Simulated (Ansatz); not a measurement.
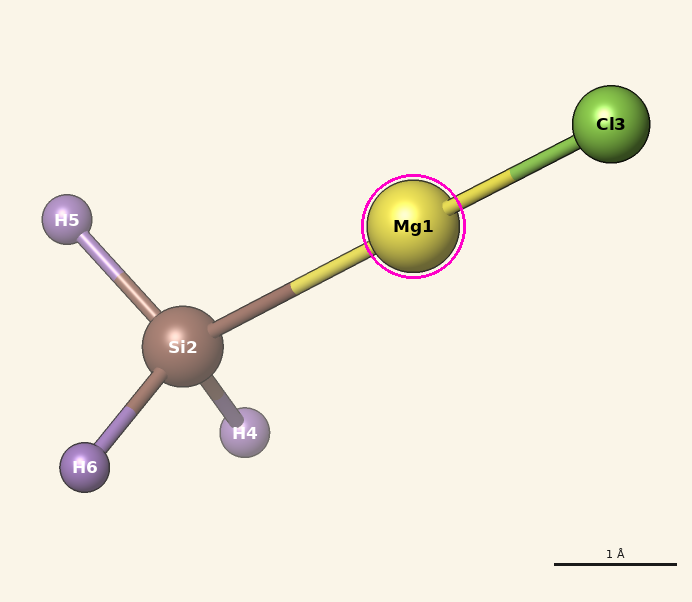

Orthographic view. Distant atoms are faded towards the background colour. The computed structure is the end point of a PBE0-D4/def2-TZVP optimisation.

Question: Which atoms are bonded to the circled atom?

Answer: The circled atom is Mg1; it is bonded to Si2, Cl3.

Question: Which atom is farthest from the viewer?

Answer: H4, 1.7 Å behind the mean position.

Question: Which atom is nearest the viewer?

Answer: Cl3, 2.1 Å in front of the mean position.
